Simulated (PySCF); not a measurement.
Input

```
{"job": {"kind": "uv", "xc": "PBE0", "basis": "def2-SVPD", "nstates": 8, "ntriplets": 3}, "charge": 0, "multiplicity": 1}
C     -1.044382     2.213777     0.077418
N     -1.205116     1.087640    -0.428559
Si    -1.438726    -0.477215     0.272571
N     -2.971092    -0.961529    -0.360624
C      0.058833    -1.496328    -0.310012
Si     1.722532    -1.075592     0.507766
Si     2.514998     0.986911    -0.150557
H     -0.900796     3.075069    -0.571795
H     -1.041847     2.425202     1.151512
H     -1.572194    -0.566925     1.732514
H     -3.161297    -1.945672    -0.445799
H     -3.329623    -0.471879    -1.163645
H      0.160966    -1.391048    -1.390857
H     -0.168190    -2.547311    -0.129670
H      2.662818    -2.160484     0.164390
H      1.545060    -1.182250     1.967151
H      3.925987     1.182245     0.201941
H      1.800047     2.110768     0.466830
H      2.432219     1.203871    -1.598035
```

Run with:

```sh
OMP_NUM_THREADS=1 python probes_run.py task.json out
```

Geometry: GFN2-xTB.

Method: PBE0/def2-SVPD, SCF density, gas phase (PySCF).

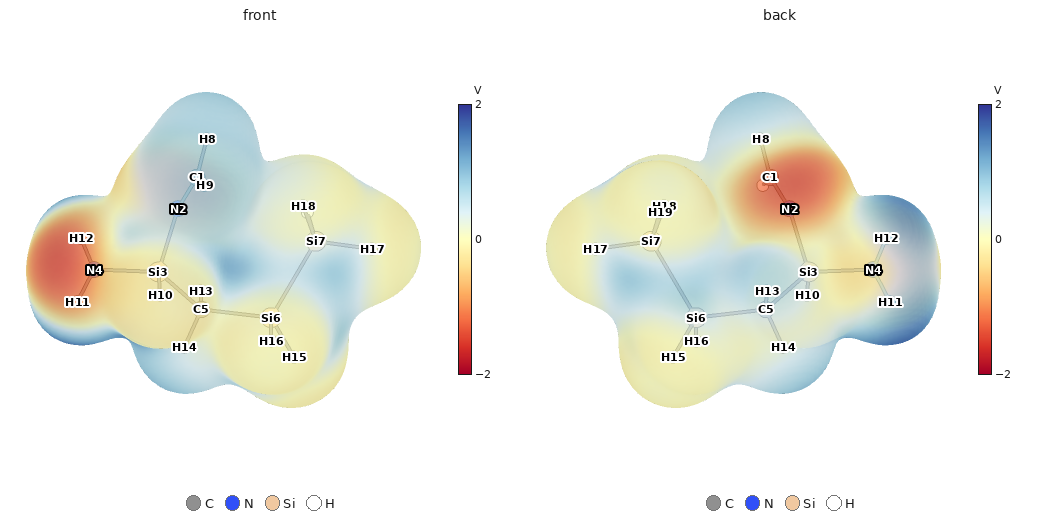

C$_{2}$H$_{12}$N$_{2}$Si$_{3}$. The molecular electrostatic potential painted on the density surface at 0.002 e/bohr³, seen from the front and from behind; the colour scale runs from red (negative) to blue (positive).

> Which sites attract a positive test charge, and which a negative one?

A positive charge is drawn to the negative regions and a negative charge to the positive ones. The most negative region (about −1.4 V) lies over N2 and N4, the most positive (about +1.6 V) over H11.

> What dipole moment does the calculation give?

Its dipole moment is 0.64 D.
